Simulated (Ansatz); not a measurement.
# CH6BFSSi: rotation by 120° about the S3–Si4 bond, part 2 of 3

Aim: the minimum-energy path and barrier of the rotation by 120° about the S3–Si4 bond. The ends are relaxed first, then joined by a nudged elastic band. SMILES of the start: BCS[SiH2]F.

Ansatz 0.2.0; RKS PBE/def2-SVP. The steps go on from the part before.

## 3. End point B

The second end starts from a geometry with the move made by hand.

input.yaml

```yaml
crystal:
  periodic: [false, false, false]
  atoms:
    - { symbol: B, position_ang: [-0.6637, 1.6623, 1.4034] }
    - { symbol: C, position_ang: [-0.4727, 0.5972, 0.2788] }
    - { symbol: S, position_ang: [0.9934, -0.3582, 0.6662] }
    - { symbol: Si, position_ang: [0.942, -1.6246, -1.0505] }
    - { symbol: F, position_ang: [-0.4786, -2.52712, -1.08841] }
    - { symbol: H, position_ang: [0.0218, 1.8361, 2.3098] }
    - { symbol: H, position_ang: [-1.6141, 2.4337, 1.3056] }
    - { symbol: H, position_ang: [-0.3073, 1.1213, -0.7083] }
    - { symbol: H, position_ang: [-1.3496, -0.0531, 0.2892] }
    - { symbol: H, position_ang: [2.11043, -2.61091, -0.87421] }
    - { symbol: H, position_ang: [1.17013, -0.90069, -2.24889] }
basis:
  gaussian: { orbitals: def2-SVP }
hamiltonian:
  xc: pbe
relax:
  f_tol: 0.015
  max_steps: 40
```

Launch:

```bash
$ ansatz run input.yaml --threads 2 --pin off --max-ram 3072MiB --backend cpu --events-out ev --progress --plain --runs-dir out
```

The log of the run:

```text
Warning: RAYON_NUM_THREADS=2 ignored (pool sized by the plan → 2); use --threads N
The last accepted step is kept in <dir> (removed where the run ends without a failure and the disk answers)
Engine: ansatz 0.2.0, aarch64-unknown-linux-gnu
Functional definition: PBE
  parameter kappa = 0.804
  parameter beta = 0.06672455060314922
  exchange = pbe_x(kappa = kappa, mu = beta*pi^2/3)
  correlation = pbe_c(beta = beta)
1209 factors; their error is unknown
mean field evaluation 1: about -23211.8042 eV, gradient 5.3e1 eV
mean field evaluation 2: about -23198.8852 eV, gradient 9.3e1 eV
mean field evaluation 4: about -23218.2206 eV, gradient 7.1e0 eV
mean field evaluation 8: about -23218.3213 eV, gradient 3.3e-1 eV
mean field evaluation 16: about -23218.2476 eV, gradient 2.2e-4 eV
mean field -23218.24762714 eV, -853.2548624041 hartree, gradient 1.7e-5 eV, S^2 0.000000; 0 other end points of the search recorded, 0 dependent functions left out
the calculation of the forces begins
reference -23218.24766572 eV, -853.2548638217 hartree; 28, 28 occupied and 80, 80 virtual orbitals, 1209 factors
relax step   1: F+E_penalty+E_count = -23218.24762714 eV  Δ(F+E_penalty+E_count) = +0.000e0 eV  max|allowed force component| = 2.200e0 eV/Å  Δτ_max = 0.0000 Å  (29 SCF iters, accepted)
these checks for a lower state are left out or cut short: starts, cluster_reference, orbital_swaps, neighbouring_geometries, increment
1209 factors; their error is unknown
mean field -23218.51759986 eV, -853.2647837184 hartree, gradient 2.4e-5 eV, S^2 0.000000; 0 other end points of the search recorded, 0 dependent functions left out
the calculation of the forces begins
reference -23218.51763907 eV, -853.2647851594 hartree; 28, 28 occupied and 80, 80 virtual orbitals, 1209 factors
relax step   2: F+E_penalty+E_count = -23218.51759986 eV  Δ(F+E_penalty+E_count) = -2.700e-1 eV  max|allowed force component| = 1.094e0 eV/Å  Δτ_max = 0.1763 Å  (28 SCF iters, accepted)
these checks for a lower state are left out or cut short: starts, cluster_reference, orbital_swaps, neighbouring_geometries, increment
1209 factors; their error is unknown
mean field evaluation 32: about -23218.6089 eV, gradient 5.8e-6 eV
mean field -23218.60886224 eV, -853.2681375488 hartree, gradient 5.8e-6 eV, S^2 0.000000; 0 other end points of the search recorded, 0 dependent functions left out
the calculation of the forces begins
reference -23218.60890120 eV, -853.2681389807 hartree; 28, 28 occupied and 80, 80 virtual orbitals, 1209 factors
relax step   3: F+E_penalty+E_count = -23218.60886224 eV  Δ(F+E_penalty+E_count) = -9.126e-2 eV  max|allowed force component| = 6.247e-1 eV/Å  Δτ_max = 0.1028 Å  (29 SCF iters, accepted)
these checks for a lower state are left out or cut short: starts, cluster_reference, orbital_swaps, neighbouring_geometries, increment
1209 factors; their error is unknown
mean field -23218.61765067 eV, -853.2684605177 hartree, gradient 2.3e-5 eV, S^2 0.000000; 0 other end points of the search recorded, 0 dependent functions left out
the calculation of the forces begins
reference -23218.61768954 eV, -853.2684619464 hartree; 28, 28 occupied and 80, 80 virtual orbitals, 1209 factors
relax step   4: F+E_penalty+E_count = -23218.61765067 eV  Δ(F+E_penalty+E_count) = -8.788e-3 eV  max|allowed force component| = 4.170e-1 eV/Å  Δτ_max = 0.0245 Å  (30 SCF iters, accepted)
these checks for a lower state are left out or cut short: starts, cluster_reference, orbital_swaps, neighbouring_geometries, increment
1209 factors; their error is unknown
mean field -23218.62207247 eV, -853.2686230159 hartree, gradient 2.6e-5 eV, S^2 0.000000; 0 other end points of the search recorded, 0 dependent functions left out
the calculation of the forces begins
reference -23218.62211143 eV, -853.2686244476 hartree; 28, 28 occupied and 80, 80 virtual orbitals, 1209 factors
relax step   5: F+E_penalty+E_count = -23218.62207247 eV  Δ(F+E_penalty+E_count) = -4.422e-3 eV  max|allowed force component| = 3.417e-1 eV/Å  Δτ_max = 0.1162 Å  (29 SCF iters, accepted)
these checks for a lower state are left out or cut short: starts, cluster_reference, orbital_swaps, neighbouring_geometries, increment
1209 factors; their error is unknown
mean field -23218.62740239 eV, -853.2688188868 hartree, gradient 2.3e-5 eV, S^2 0.000000; 0 other end points of the search recorded, 0 dependent functions left out
the calculation of the forces begins
reference -23218.62744120 eV, -853.2688203130 hartree; 28, 28 occupied and 80, 80 virtual orbitals, 1209 factors
relax step   6: F+E_penalty+E_count = -23218.62740239 eV  Δ(F+E_penalty+E_count) = -5.330e-3 eV  max|allowed force component| = 1.566e-1 eV/Å  Δτ_max = 0.1519 Å  (28 SCF iters, accepted)
these checks for a lower state are left out or cut short: starts, cluster_reference, orbital_swaps, neighbouring_geometries, increment
1209 factors; their error is unknown
mean field -23218.62901057 eV, -853.2688779864 hartree, gradient 2.1e-5 eV, S^2 0.000000; 0 other end points of the search recorded, 0 dependent functions left out
the calculation of the forces begins
reference -23218.62904943 eV, -853.2688794145 hartree; 28, 28 occupied and 80, 80 virtual orbitals, 1209 factors
relax step   7: F+E_penalty+E_count = -23218.62901057 eV  Δ(F+E_penalty+E_count) = -1.608e-3 eV  max|allowed force component| = 1.140e-2 eV/Å  Δτ_max = 0.0167 Å  (30 SCF iters, accepted)
these checks for a lower state are left out or cut short: starts, cluster_reference, orbital_swaps, neighbouring_geometries, increment
1209 factors; their error is unknown
mean field evaluation 64: about -23218.6290 eV, gradient 1.2e-1 eV
mean field -23218.62905394 eV, -853.2688795803 hartree, gradient 2.4e-5 eV, S^2 0.000000; 0 other end points of the search recorded, 0 dependent functions left out
the calculation of the forces begins
reference -23218.62909285 eV, -853.2688810101 hartree; 28, 28 occupied and 80, 80 virtual orbitals, 1209 factors
relax step   8: F+E_penalty+E_count = -23218.62905394 eV  Δ(F+E_penalty+E_count) = -4.337e-5 eV  max|allowed force component| = 6.159e-2 eV/Å  Δτ_max = 0.0420 Å  (28 SCF iters, accepted)
these checks for a lower state are left out or cut short: starts, cluster_reference, orbital_swaps, neighbouring_geometries, increment
1209 factors; their error is unknown
mean field -23218.62924080 eV, -853.2688864474 hartree, gradient 2.0e-5 eV, S^2 0.000000; 0 other end points of the search recorded, 0 dependent functions left out
the calculation of the forces begins
reference -23218.62927972 eV, -853.2688878775 hartree; 28, 28 occupied and 80, 80 virtual orbitals, 1209 factors
relax step   9: F+E_penalty+E_count = -23218.62924080 eV  Δ(F+E_penalty+E_count) = -1.869e-4 eV  max|allowed force component| = 4.030e-2 eV/Å  Δτ_max = 0.0049 Å  (23 SCF iters, accepted)
these checks for a lower state are left out or cut short: starts, cluster_reference, orbital_swaps, neighbouring_geometries, increment
1209 factors; their error is unknown
mean field -23218.62943552 eV, -853.2688936032 hartree, gradient 2.2e-5 eV, S^2 0.000000; 0 other end points of the search recorded, 0 dependent functions left out
the calculation of the forces begins
reference -23218.62947435 eV, -853.2688950299 hartree; 28, 28 occupied and 80, 80 virtual orbitals, 1209 factors
relax step  10: F+E_penalty+E_count = -23218.62943552 eV  Δ(F+E_penalty+E_count) = -1.947e-4 eV  max|allowed force component| = 2.498e-2 eV/Å  Δτ_max = 0.0452 Å  (29 SCF iters, accepted)
these checks for a lower state are left out or cut short: starts, cluster_reference, orbital_swaps, neighbouring_geometries, increment
1209 factors; their error is unknown
mean field -23218.62966981 eV, -853.2689022132 hartree, gradient 2.1e-5 eV, S^2 0.000000; 0 other end points of the search recorded, 0 dependent functions left out
the calculation of the forces begins
reference -23218.62970869 eV, -853.2689036420 hartree; 28, 28 occupied and 80, 80 virtual orbitals, 1209 factors
relax step  11: F+E_penalty+E_count = -23218.62966981 eV  Δ(F+E_penalty+E_count) = -2.343e-4 eV  max|allowed force component| = 1.493e-2 eV/Å  Δτ_max = 0.0158 Å  (30 SCF iters, accepted)
1209 factors; their error is unknown
mean field evaluation 96: about -23218.7018 eV, gradient 3.6e-1 eV
mean field -23218.62966981 eV, -853.2689022132 hartree, gradient 2.1e-5 eV, S^2 0.000000; 1 other end points of the search recorded, 0 dependent functions left out
the calculation of the forces begins
reference -23218.62970869 eV, -853.2689036420 hartree; 28, 28 occupied and 80, 80 virtual orbitals, 1209 factors
Total energy: -23218.62970869 eV, -853.2689036420 hartree
Atom 0 at    -0.691220     1.737578     1.408304 Å, force     0.005198    -0.014928    -0.009780 eV/Å
Atom 1 at    -0.397582     0.656920     0.322146 Å, force    -0.000501     0.004528    -0.006113 eV/Å
Atom 2 at     1.017359    -0.470825     0.692838 Å, force    -0.004197     0.005177    -0.003576 eV/Å
Atom 3 at     0.977308    -1.715561    -1.037658 Å, force    -0.003820    -0.005453    -0.001308 eV/Å
Atom 4 at    -0.343170    -2.694024    -1.067533 Å, force     0.006376     0.002111    -0.000894 eV/Å
Atom 5 at    -0.148979     1.739615     2.495827 Å, force    -0.001241     0.005675     0.011070 eV/Å
Atom 6 at    -1.532051     2.580735     1.152519 Å, force    -0.001702     0.003377     0.000112 eV/Å
Atom 7 at    -0.290339     1.125218    -0.682476 Å, force     0.000009    -0.005800     0.009106 eV/Å
Atom 8 at    -1.347560     0.068854     0.258656 Å, force     0.003945     0.004628    -0.000827 eV/Å
Atom 9 at     2.209791    -2.564301    -0.971323 Å, force    -0.002844     0.003346    -0.000223 eV/Å
Atom 10 at     0.898204    -0.888231    -2.288609 Å, force    -0.001222    -0.002660     0.002432 eV/Å
Dipole moment:    -0.050277     0.249876    -0.165660 e Å
```

Run time: 28 s. Hardware: 2 threads of Arm Neoverse V1, shared host; peak memory 0.18 GiB.

The steps of the relaxation:

```
step  energy from step 1 (eV)  largest force component (eV/Å)
   1                   0.0000                          2.2000
   2                  -0.2700                          1.0943
   3                  -0.3612                          0.6247
   4                  -0.3700                          0.4170
   5                  -0.3744                          0.3417
   6                  -0.3798                          0.1566
   7                  -0.3814                          0.0114
   8                  -0.3814                          0.0616
   9                  -0.3816                          0.0403
  10                  -0.3818                          0.0250
  11                  -0.3820                          0.0149
```

Step 1 is the start.

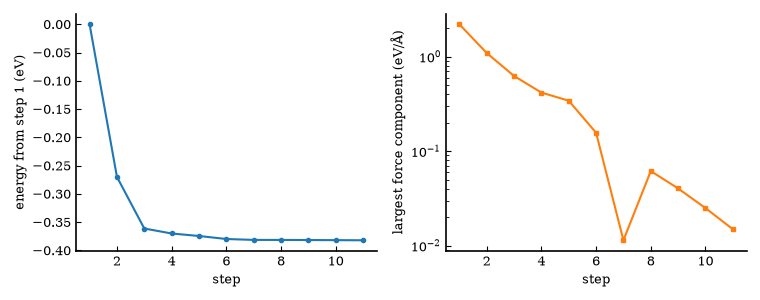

Energy and largest force along the relaxation.

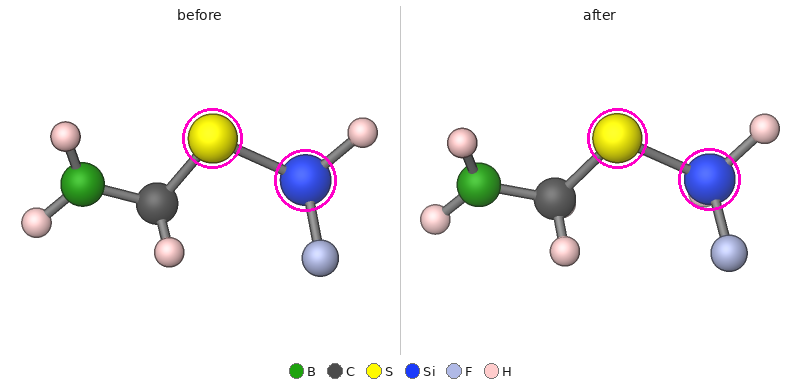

Before and after, at one scale.

After: Bond lengths: B1–C2 1.560 Å, C2–S3 1.847 Å, S3–Si4 2.132 Å, Si4–F5 1.644 Å, B1–H6 1.215 Å, B1–H7 1.218 Å, C2–H8 1.114 Å, C2–H9 1.119 Å, Si4–H10 1.498 Å, Si4–H11 1.502 Å. Angles (14 of 16 angles, heavy atoms first): B1–C2–S3 115.3°, C2–S3–Si4 100.3°, S3–Si4–F5 112.2°, B1–C2–H8 110.8°, B1–C2–H9 104.1°, S3–C2–H8 111.3°, S3–C2–H9 109.9°, C2–B1–H6 122.7°, C2–B1–H7 117.6°, S3–Si4–H10 106.2°, S3–Si4–H11 110.8°, F5–Si4–H10 108.9°, F5–Si4–H11 105.7°, H8–C2–H9 104.6°.

## 4. The band

crystal.atoms is end A as relaxed above, and neb.final_atoms is end B, turned to lie on A. With 7 inner images the band has 9 in all. The start path is listed, through a guess of the saddle.

input.yaml

```yaml
crystal:
  periodic: [false, false, false]
  atoms:
    - { symbol: B, position_ang: [-0.703693, 1.724202, 1.451656] }
    - { symbol: C, position_ang: [-0.466178, 0.632594, 0.362358] }
    - { symbol: S, position_ang: [1.059697, -0.382541, 0.582812] }
    - { symbol: Si, position_ang: [0.9087, -1.6858, -1.097888] }
    - { symbol: F, position_ang: [1.168967, -0.905116, -2.520651] }
    - { symbol: H, position_ang: [0.133018, 2.017499, 2.284048] }
    - { symbol: H, position_ang: [-1.761131, 2.328684, 1.422774] }
    - { symbol: H, position_ang: [-0.404622, 1.213247, -0.592508] }
    - { symbol: H, position_ang: [-1.366798, -0.010305, 0.241223] }
    - { symbol: H, position_ang: [-0.473554, -2.263873, -1.197401] }
    - { symbol: H, position_ang: [1.970795, -2.725692, -0.915823] }
basis:
  gaussian: { orbitals: def2-SVP }
hamiltonian:
  xc: pbe
neb:
  order_check: false
  images: 7
  f_tol: 0.05
  max_iterations: 60
  final_atoms:
    - { symbol: B, position_ang: [-0.73099048, 1.70965998, 1.45289708] }
    - { symbol: C, position_ang: [-0.23817929, 0.77104659, 0.30837699] }
    - { symbol: S, position_ang: [0.15265851, -0.96000017, 0.82023859] }
    - { symbol: Si, position_ang: [0.74183437, -1.78870535, -1.05371651] }
    - { symbol: F, position_ang: [-0.52326184, -1.93341838, -2.09320399] }
    - { symbol: H, position_ang: [-1.00445625, 1.30182554, 2.564483] }
    - { symbol: H, position_ang: [-0.88134112, 2.88929258, 1.18984179] }
    - { symbol: H, position_ang: [0.61226284, 1.23265856, -0.24274189] }
    - { symbol: H, position_ang: [-1.08238432, 0.7702101, -0.42621676] }
    - { symbol: H, position_ang: [1.28479567, -3.15264596, -0.75600301] }
    - { symbol: H, position_ang: [1.7342629, -0.89702449, -1.74335528] }
  initial_path:
    images:
      - { positions_ang: [[-0.703693, 1.724202, 1.451656], [-0.466178, 0.632594, 0.362358], [1.059697, -0.382541, 0.582812], [0.9087, -1.6858, -1.097888], [1.168967, -0.905116, -2.520651], [0.133018, 2.017499, 2.284048], [-1.761131, 2.328684, 1.422774], [-0.404622, 1.213247, -0.592508], [-1.366798, -0.010305, 0.241223], [-0.473554, -2.263873, -1.197401], [1.970795, -2.725692, -0.915823]] }
      - { positions_ang: [[-0.69645647, 1.70938526, 1.44024854], [-0.44095383, 0.6509153, 0.32535651], [0.94069481, -0.4558153, 0.64943885], [0.89037279, -1.68838324, -1.07535345], [0.89493868, -0.89512098, -2.45488039], [0.01578852, 1.89756713, 2.33733937], [-1.64758413, 2.4190153, 1.35867389], [-0.23753728, 1.22251357, -0.58190114], [-1.3550647, 0.07936844, 0.13674191], [-0.32710953, -2.45908142, -1.10854901], [2.02811215, -2.53746506, -1.00651509]] }
      - { positions_ang: [[-0.68921995, 1.69456852, 1.42884107], [-0.41572966, 0.66923661, 0.28835502], [0.82169261, -0.52908961, 0.71606569], [0.87204558, -1.69096649, -1.05281889], [0.62091036, -0.88512596, -2.38910978], [-0.10144095, 1.77763526, 2.39063074], [-1.53403727, 2.50934659, 1.29457379], [-0.07045255, 1.23178014, -0.57129427], [-1.34333141, 0.16904188, 0.03226082], [-0.18066506, -2.65428983, -1.01969701], [2.08542931, -2.34923812, -1.09720718]] }
      - { positions_ang: [[-0.68198342, 1.67975178, 1.41743361], [-0.39050549, 0.68755791, 0.25135353], [0.70269042, -0.60236391, 0.78269254], [0.85371837, -1.69354973, -1.03028434], [0.34688204, -0.87513094, -2.32333916], [-0.21867043, 1.6577034, 2.44392211], [-1.4204904, 2.59967789, 1.23047368], [0.09663217, 1.24104671, -0.56068741], [-1.33159811, 0.25871532, -0.07222028], [-0.03422059, -2.84949825, -0.93084502], [2.14274646, -2.16101118, -1.18789927]] }
      - { positions_ang: [[-0.67474689, 1.66493504, 1.40602614], [-0.36528132, 0.70587922, 0.21435204], [0.58368822, -0.67563822, 0.84931938], [0.83539116, -1.69613297, -1.00774978], [0.07285372, -0.86513591, -2.25756855], [-0.33589991, 1.53777153, 2.49721349], [-1.30694354, 2.69000918, 1.16637357], [0.2637169, 1.25031328, -0.55008054], [-1.31986482, 0.34838876, -0.17670137], [0.11222388, -3.04470666, -0.84199302], [2.20006361, -1.97278425, -1.27859136]] }
      - { positions_ang: [[-0.68880779, 1.67611627, 1.41774388], [-0.33350581, 0.72217106, 0.23785828], [0.4759308, -0.7467287, 0.84204918], [0.81200196, -1.71927607, -1.01924147], [-0.07617517, -1.13220653, -2.21647741], [-0.50303899, 1.47878503, 2.51403087], [-1.20054293, 2.73983003, 1.17224063], [0.35085338, 1.2458996, -0.47324588], [-1.26049469, 0.4538441, -0.23908022], [0.40536682, -3.07169149, -0.82049552], [2.08361343, -1.70384431, -1.39478234]] }
      - { positions_ang: [[-0.70286869, 1.68729751, 1.42946161], [-0.3017303, 0.73846291, 0.26136451], [0.36817337, -0.81781919, 0.83477899], [0.78861276, -1.74241916, -1.03073315], [-0.22520406, -1.39927715, -2.17538627], [-0.67017808, 1.41979853, 2.53084824], [-1.09414233, 2.78965088, 1.17810768], [0.43798987, 1.24148592, -0.39641122], [-1.20112457, 0.55929943, -0.30145906], [0.69850977, -3.09867631, -0.79899802], [1.96716325, -1.43490437, -1.51097332]] }
      - { positions_ang: [[-0.71692958, 1.69847874, 1.44117934], [-0.2699548, 0.75475475, 0.28487075], [0.26041594, -0.88890968, 0.82750879], [0.76522357, -1.76556226, -1.04222483], [-0.37423295, -1.66634777, -2.13429513], [-0.83731716, 1.36081204, 2.54766562], [-0.98774172, 2.83947173, 1.18397474], [0.52512635, 1.23707224, -0.31957656], [-1.14175444, 0.66475477, -0.36383791], [0.99165272, -3.12566113, -0.77750051], [1.85071308, -1.16596443, -1.6271643]] }
      - { positions_ang: [[-0.73099048, 1.70965998, 1.45289708], [-0.23817929, 0.77104659, 0.30837699], [0.15265851, -0.96000017, 0.82023859], [0.74183437, -1.78870535, -1.05371651], [-0.52326184, -1.93341838, -2.09320399], [-1.00445625, 1.30182554, 2.564483], [-0.88134112, 2.88929258, 1.18984179], [0.61226284, 1.23265856, -0.24274189], [-1.08238432, 0.7702101, -0.42621676], [1.28479567, -3.15264596, -0.75600301], [1.7342629, -0.89702449, -1.74335528]] }
```

Launch:

```bash
$ ansatz run input.yaml --threads 2 --pin off --max-ram 3072MiB --backend cpu --events-out ev --progress --plain --runs-dir out
```

The log of the run, cut to the lines that bear on the results:

```text
Warning: RAYON_NUM_THREADS=2 ignored (pool sized by the plan → 2); use --threads N
[...]
[... 1 set-up line as earlier in the session ...]
[...]
1209 factors; their error is unknown
[...]
mean field -23218.62967049 eV, -853.2689022382 hartree, gradient 1.3e-5 eV, S^2 0.000000; 0 other end points of the search recorded, 0 dependent functions left out
[...]
reference -23218.62970943 eV, -853.2689036690 hartree; 28, 28 occupied and 80, 80 virtual orbitals, 1209 factors
1209 factors; their error is unknown
[...]
Atom 7 at     0.208950     1.314566    -0.505759 Å, force    -0.002532     0.004113    -0.001360 eV/Å
Atom 8 at    -1.282757     0.442119    -0.209681 Å, force    -0.004531     0.004784     0.001662 eV/Å
Atom 9 at     0.142972    -3.155901    -0.931760 Å, force    -0.002630     0.001758     0.001220 eV/Å
Atom 10 at     2.253306    -1.994182    -1.412967 Å, force     0.003281     0.002934     0.003914 eV/Å
Dipole moment:    -0.036826     0.033494    -0.076219 e Å
this run last wrote the band of iteration 8 to <dir>
```

Run time: 2 min. Hardware: 2 threads of Arm Neoverse V1, shared host; peak memory 0.15 GiB.

[end of part 2 of 3]
